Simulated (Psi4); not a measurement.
# CAM-B3LYP/6-31G(d) (spherical functions) run of GaSiH7O (SMILES [SiH3][OH+][GaH3-])

What is the vertical ionisation energy of GaSiH7O at CAM-B3LYP/6-31G* (spherical functions)? 

Program for the calculation: Psi4 1.11.

6 further runs of the same task are left out: 5 that didn't finish, 1 set aside as unsound or not needed. Runs told in other sessions of the task aren't counted.

## 1. The molecule

GaSiH7O: 10 atoms, total charge 0, spin state singlet. As SMILES, `[SiH3][OH+][GaH3-]`. The shape is that of a PBE0-D4/def2-TZVP optimisation.

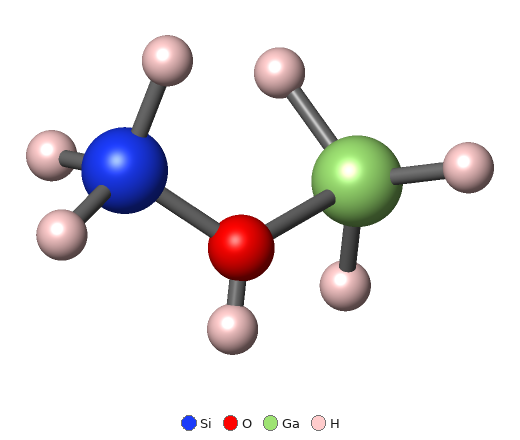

The structure, seen from a chosen angle (silicon blue, oxygen red, gallium green, hydrogen pink).

## 2. Energy and forces at CAM-B3LYP/6-31G(d) (spherical functions)

The input, gah7osi.json:

```json
{
  "schema_name": "qcschema_input",
  "schema_version": 1,
  "molecule": {
    "schema_name": "qcschema_molecule",
    "schema_version": 2,
    "symbols": ["Si", "O", "Ga", "H", "H", "H", "H", "H", "H", "H"],
    "geometry": [-0.91595025, 1.28520274, -2.43642389, -1.45924651, -0.441629, 0.1842483, 1.66692741, -1.04123909, 2.78772398, -3.33933503, 1.39839733, -3.84559266, 1.05068773, 0.07691185, -4.01547904, -0.13152494, 3.80439663, -1.53918193, -2.50180842, -1.91769407, 0.01908623, 0.57939003, 0.27703385, 5.21621102, 3.56326758, 0.47904557, 1.04426266, 1.64462865, -4.01680185, 2.59062554],
    "molecular_charge": 0,
    "molecular_multiplicity": 1,
    "fix_symmetry": "c1",
    "fix_com": true,
    "fix_orientation": true
  },
  "driver": "gradient",
  "model": {
    "method": "cam-b3lyp",
    "basis": "6-31G*"
  },
  "keywords": {
    "puream": true,
    "e_convergence": 1e-09,
    "d_convergence": 1e-08,
    "scf_type": "pk",
    "dft_radial_points": 99,
    "dft_spherical_points": 590,
    "scf_properties": ["MAYER_INDICES", "WIBERG_LOWDIN_INDICES", "DIPOLE"]
  }
}
```

On the command line:

```sh
$ psi4 --qcschema gah7osi.json -n 1 --memory 2200MB
```

stdout:

```text
[...]
  Running in c1 symmetry.
[...]
  Nuclear repulsion =  256.165787704500872
[...]
  Multiplicity = 1
[...]
  Nalpha       = 30
  Nbeta        = 30
[...]
    Number of basis functions: 78
[...]
   @RKS iter   1: -2291.58907970087148   -2.03546e+00   3.77521e-02 DIIS/ADIIS
[...]
   @RKS iter  12: -2293.57150329439628   -6.36646e-12   6.72552e-09 DIIS
[...]
    Orbital Energies [Eh]
    ---------------------
    Doubly Occupied:
       1A   -372.593275     2A    -66.240314     3A    -45.983033
       4A    -40.741358     5A    -40.738472     6A    -40.738356
       7A    -19.276044     8A     -5.562228     9A     -5.401131
      10A     -3.850544    11A     -3.842503    12A     -3.842154
      13A     -3.761648    14A     -3.758375    15A     -3.757952
      16A     -1.140039    17A     -0.883501    18A     -0.878488
      19A     -0.878123    20A     -0.875095    21A     -0.874906
      22A     -0.685655    23A     -0.595694    24A     -0.540587
      25A     -0.489371    26A     -0.453868    27A     -0.427144
      28A     -0.407485    29A     -0.337324    30A     -0.332684
[...]
  @RKS Final Energy: -2293.57150329439628
   => Energetics <=
    Nuclear Repulsion Energy =            256.1657877045008718
    One-Electron Energy =               -3702.7820811109568240
    Two-Electron Energy =                1235.5902271226425455
    DFT Exchange-Correlation Energy =     -82.5454370105831998
    Empirical Dispersion Energy =           0.0000000000000000
    VV10 Nonlocal Energy =                  0.0000000000000000
    Total Energy =                      -2293.5715032943967344
[...]
 Multipole Moments:
 ------------------------------------------------------------------------------------
     Multipole            Electronic (a.u.)      Nuclear  (a.u.)        Total (a.u.)
 ------------------------------------------------------------------------------------
 L = 1.  Multiply by 2.5417464519 to convert [e a0] to [Debye]
 Dipole X            :        -29.0262052           28.0427797           -0.9834254
 Dipole Y            :         17.7091342          -17.7173161           -0.0081819
 Dipole Z            :        -54.4018353           53.2534271           -1.1484082
 Magnitude           :                                                    1.5119636
[...]
  -Total Gradient:
     Atom            X                  Y                   Z
    ------   -----------------  -----------------  -----------------
       1       -0.001796013160    -0.004455396974     0.006042491575
       2       -0.002744558749    -0.001925004955    -0.006955699473
       3        0.000724272543    -0.000542341608     0.001148497441
       4       -0.000669779870    -0.000097974466    -0.000068804032
       5        0.000811609072    -0.000792179525     0.000344535873
       6        0.000516005319     0.000686125098     0.000976189268
       7        0.003865032497     0.006273694621    -0.000000929165
       8       -0.000101709785     0.000111042711    -0.000384962748
       9       -0.000513862739     0.000461617526    -0.000927171452
      10       -0.000091316929     0.000297774236    -0.000174837104
[...]
```

It took 23 s on 1 thread of AMD EPYC 9R45 (Zen 5), shared host; peak memory 1.3 GiB.

## 3. The doublet cation

The input, job.py:

```python
import psi4

psi4.set_memory(2200000000)
psi4.set_num_threads(1)
psi4.core.set_output_file('gah7osi.out', False)

geom = psi4.geometry("""
1 2
Si
O 1 1.685497
Ga 2 2.176108 1 118.05296
H 1 1.484657 2 106.72622 3 -179.80058
H 1 1.479904 4 109.95331 2 119.88182
H 1 1.474754 5 111.98742 4 -124.69543
H 2 0.960275 1 117.65245 6 159.7671
H 3 1.57141 2 100.05588 7 -100.06767
H 3 1.582853 8 118.89619 2 98.21709
H 3 1.578095 8 119.62106 9 159.35152
units angstrom
symmetry c1
no_reorient
no_com
""")

psi4.set_options({
    'reference': 'uks',
    'puream': True,
    'e_convergence': 1e-09,
    'd_convergence': 1e-08,
    'scf_type': 'pk',
    'dft_radial_points': 99,
    'dft_spherical_points': 590,
    'maxiter': 100,
})

E, wfn = psi4.gradient('cam-b3lyp/6-31G*', return_wfn=True)
psi4.oeprop(wfn, 'LOWDIN_CHARGES', 'DIPOLE', 'QUADRUPOLE', title='CAM-B3LYP')
print('gradient / Eh bohr^-1')
print(E.np.round(6))
print(f'energy = {wfn.energy():.10f} Eh')
```

On the command line:

```sh
$ python job.py
```

gah7osi.out, cut to the lines that bear on the results:

```text
[...]
  Running in c1 symmetry.
[...]
  Nuclear repulsion =  256.165784262817851
[...]
  Multiplicity = 2
[...]
  Nalpha       = 30
  Nbeta        = 29
[...]
    Number of basis functions: 78
[...]
   @UKS iter   1: -2291.13704573211226   -1.58342e+00   3.76993e-02 DIIS/ADIIS
[...]
   @UKS iter  28: -2293.19618268309523   -1.77351e-11   7.17235e-09 DIIS
[...]
   @S^2 Observed:                7.640025704E-01
[...]
  @UKS Final Energy: -2293.19618268309523
   => Energetics <=
    Nuclear Repulsion Energy =            256.1657842628178514
    One-Electron Energy =               -3689.0666876858922478
    Two-Electron Energy =                1222.0671824282799207
    DFT Exchange-Correlation Energy =     -82.3624616883007263
    Empirical Dispersion Energy =           0.0000000000000000
    VV10 Nonlocal Energy =                  0.0000000000000000
    Total Energy =                      -2293.1961826830952305
  UHF NO Occupations:
  HONO-2 :   28  A 1.9985916
  HONO-1 :   29  A 1.9945328
[...]
  -Total Gradient:
     Atom            X                  Y                   Z
    ------   -----------------  -----------------  -----------------
       1       -0.000894483153    -0.012465541734     0.042569557634
       2       -0.004574862852     0.031001022315    -0.031031395323
       3        0.051965385588    -0.019190671870     0.031931831322
       4       -0.000033023559     0.003528626934    -0.003439070736
       5       -0.001171029173     0.001078389013    -0.004145421414
       6        0.000833500642     0.001710853930    -0.003952301991
       7        0.006187253968    -0.010861782192    -0.005809086907
       8       -0.026343271650     0.002636717082    -0.013867777267
       9       -0.018294132679     0.006028781649     0.001809735410
      10       -0.007661011741    -0.003467764492    -0.014076337379
[...]
 Multipole Moments:
[...]
```

On the terminal:

```text
gradient / Eh bohr^-1
[[-8.9400e-04 -1.2466e-02  4.2570e-02]
 [-4.5750e-03  3.1001e-02 -3.1031e-02]
 [ 5.1965e-02 -1.9191e-02  3.1932e-02]
 [-3.3000e-05  3.5290e-03 -3.4390e-03]
 [-1.1710e-03  1.0780e-03 -4.1450e-03]
 [ 8.3400e-04  1.7110e-03 -3.9520e-03]
 [ 6.1870e-03 -1.0862e-02 -5.8090e-03]
 [-2.6343e-02  2.6370e-03 -1.3868e-02]
 [-1.8294e-02  6.0290e-03  1.8100e-03]
 [-7.6610e-03 -3.4680e-03 -1.4076e-02]]
energy = -2293.1961826831 Eh
```

Run time: 55 s. Hardware: 1 thread of AMD EPYC 9R45 (Zen 5), shared host; peak memory 1.3 GiB.

## 4. Summary of results

At CAM-B3LYP/6-31G* (spherical functions):

```
                                          quantity           value
                     singlet GaSiH7O: total energy  -2293.57150 Eh
                    singlet GaSiH7O: dipole moment          3.84 D
                      singlet GaSiH7O: HOMO energy        -9.05 eV
                      singlet GaSiH7O: LUMO energy         0.30 eV
                    singlet GaSiH7O: HOMO–LUMO gap         9.36 eV
         singlet GaSiH7O: largest force on an atom      0.397 eV/Å
                      doublet cation: total energy  -2293.19618 Eh
doublet cation: HOMO energy (highest over α and β)       -15.11 eV
 doublet cation: LUMO energy (lowest over α and β)       -11.36 eV
                              doublet cation: ⟨S²⟩           0.764
          doublet cation: largest force on an atom      3.288 eV/Å
vertical ionisation energy (to the doublet cation)       10.213 eV
```

The vertical ionisation energy comes to 10.21 eV (985 kJ/mol). The largest force (singlet GaSiH7O) is 0.40 eV/Å: the shape isn't a stationary point for this species at this level. −ε(HOMO) before ionisation, 9.05 eV, is 1.16 eV below this ionisation energy. With no_com the log's rotational constants are taken about the origin, not the centre of mass, so they aren't the molecule's.
